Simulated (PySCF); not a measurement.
## A study: C₂H₄O, charge +1, doublet, SMILES `[CH2][O+]=C`

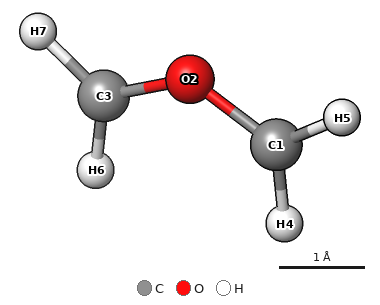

The molecule, with its atoms numbered as below. No frequency check shows the geometry to be a minimum.

Cartesian coordinates (Å):

```
C1      -1.1465    0.1575    0.0000
O2       0.0000   -0.4237    0.0000
C3       1.1465    0.1575    0.0000
H4      -1.2540    1.2416    0.0000
H5      -2.0176   -0.4914    0.0000
H6       1.2540    1.2416    0.0000
H7       2.0176   -0.4914    0.0000
```

Part 1: Bonding charge

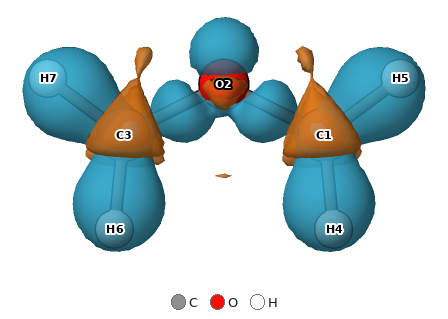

Deformation density (molecule less spherical, spin-averaged free atoms at the same positions), surfaces at ±0.11 e/Å³; light blue: gain, orange: loss.

Computed with PySCF, M06-2X/def2-TZVP, geometry: GFN2-xTB. The stability of the open-shell solution wasn't checked. GFN2-xTB doesn't know the spin state, so this open-shell geometry is rough.

Q: Describe the bonding that the map shows.

A: C1–H5 and C3–H7: +0.88 e/Å³ at the bond critical point (bond length 1.09 Å, Mayer order 0.9). C1–H4 and C3–H6: +0.86 e/Å³ at the bond critical point (bond length 1.09 Å, Mayer order 0.9). C1–O2 and O2–C3: +0.21 e/Å³ at the bond critical point (bond length 1.28 Å, Mayer order 1.2). In all, 1.4 electrons gather in the regions of gain relative to the promolecule of neutral atoms (the regions of loss give up this much and the cation's charge besides).

Q: Where do the Hirshfeld charges lie?

A: The highest Hirshfeld charge is on C1 and C3 (+0.21 e), the lowest on O2 (+0.06 e).

```csv
atom,charge (e)
C1,+0.21
O2,+0.06
C3,+0.21
H4,+0.13
H5,+0.14
H6,+0.13
H7,+0.14
```

Part 2: Bond critical points

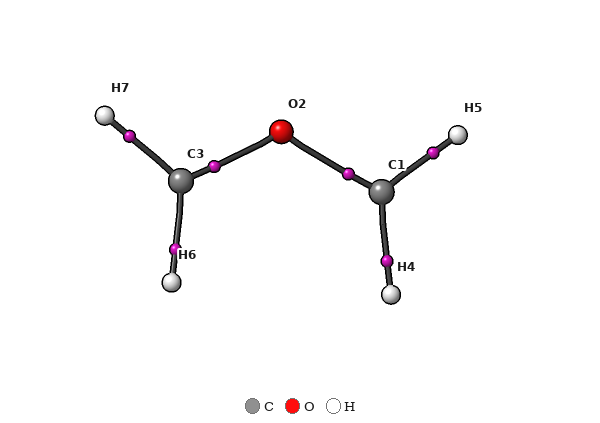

Molecular graph of the electron density (QTAIM): bond paths, bond critical points (magenta), ring points (cyan, if any); weak paths are dashed.

Q: How many critical points of each kind are there, and does the count close?

A: 7 nuclei, 6 bond, 0 ring and 0 cage critical points: 7 − 6 + 0 − 0 = 1, as the Poincaré–Hopf relation requires.

Q: What does the calculation give at each kind of bond critical point?

A:
```
           bond  length (Å)  ρ (a.u.)  ∇²ρ (a.u.)     ε  H (a.u.)
C1–O2 (2 alike)       1.285     0.322       +0.33  0.01    −0.514
C1–H5 (2 alike)       1.086     0.296       −1.15  0.02    −0.310
C1–H4 (2 alike)       1.089     0.292       −1.11  0.02    −0.301
```

Q: What kind of interaction is C1–H4?

A: Shared-shell (covalent): ρ = 0.292, ∇²ρ = −1.11, H = −0.301 a.u.

Part 3: Local ionisation energy

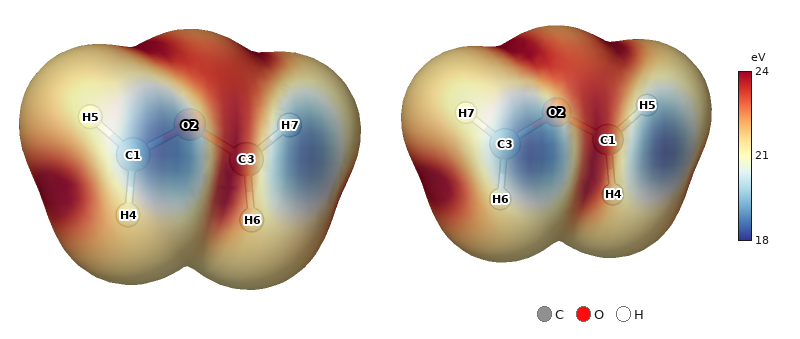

Average local ionisation energy on the surface of electron density 0.001 a.u. (back view left, front view right).

Q: Where are the most loosely bound electrons on this surface?

A: The lowest value is 18.5 eV, off the molecular plane, over C3 (1.8 Å), and at like points elsewhere. Further minima include 21.3 eV, 1.3 Å from H4; 22.2 eV, 1.7 Å from O2. For comparison, the highest occupied orbital lies at −14.5 eV.

Part 4: Spin density

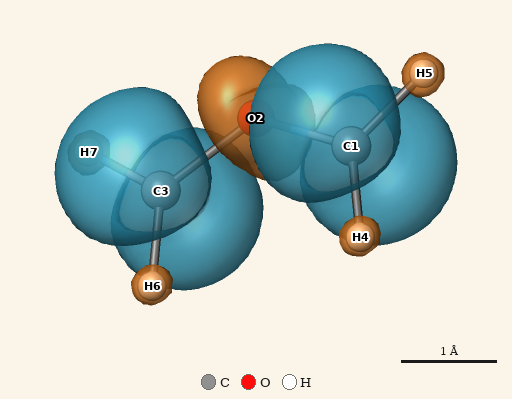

Spin density ρα − ρβ at ±0.03 e/Å³ (light blue: excess α, orange: excess β).

Q: Give the atomic spin populations that go with this picture.

A: Hirshfeld spin populations: C1 and C3 +0.47. Spin polarisation leaves negative spin on O2 (−0.03). ⟨S²⟩ = 0.78, against 0.75 for a pure state. The picture also shows regions of β spin from spin polarisation; the Hirshfeld sums, whose atoms overlap, net them against the α spin of neighbours.

Part 5: In an electric field

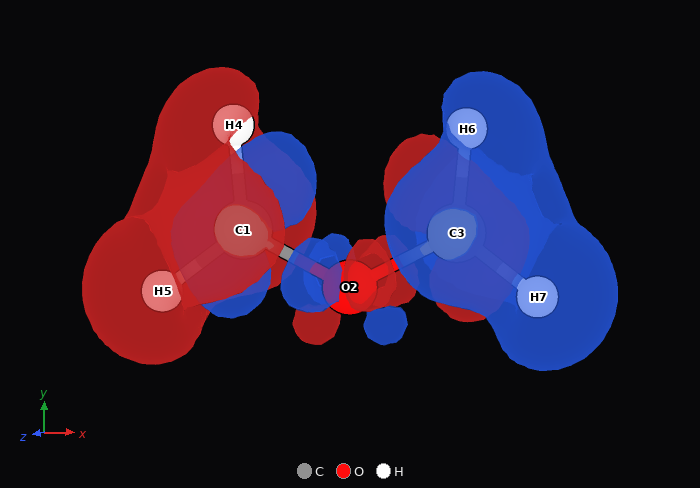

Change of the electron density in a uniform field of 0.10 V/Å, surfaces at ±0.0008 e/Å³ (blue: gain, red: loss).

Computed with PySCF, B3LYP/def2-TZVP, geometry: GFN2-xTB. A basis without diffuse functions makes polarisabilities too small. The stability of the open-shell solution wasn't checked. GFN2-xTB doesn't know the spin state, so this open-shell geometry is rough.

The field was applied in both directions; the picture shows the one opposite to the script's first.

Q: Along which Cartesian direction does the field point?

A: Along −x: electrons gather on the +x side, against the field.

Q: What dipole is induced, and what polarisability does it imply?

A: The induced dipole is 0.26 D (along the field); α along this axis, from the fields in both directions, is 51 bohr³ (7.5 Å³).

Part 6: Removing or adding an electron

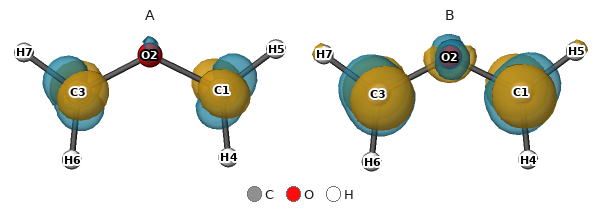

The two Fukui functions at ±0.1 e/Å³ (yellow positive, teal negative).

Computed with PySCF, HF/6-31+G*, geometry: GFN2-xTB. GFN2-xTB doesn't know the spin state, so this open-shell geometry is rough.

Q: Which panel is f⁻ (electron removed) and which f⁺ (electron added)?

A: A is f⁺, B is f⁻. f⁻ (Hirshfeld-condensed) is largest on C1 and C3 (0.33 each); the vertical ionisation energy is 14.94 eV (to the singlet dication, which needn't be its lowest state). f⁺ (Hirshfeld-condensed) is largest on C1 and C3 (0.30 each); the vertical electron affinity is 5.26 eV (to the singlet neutral species, which needn't be its lowest state).
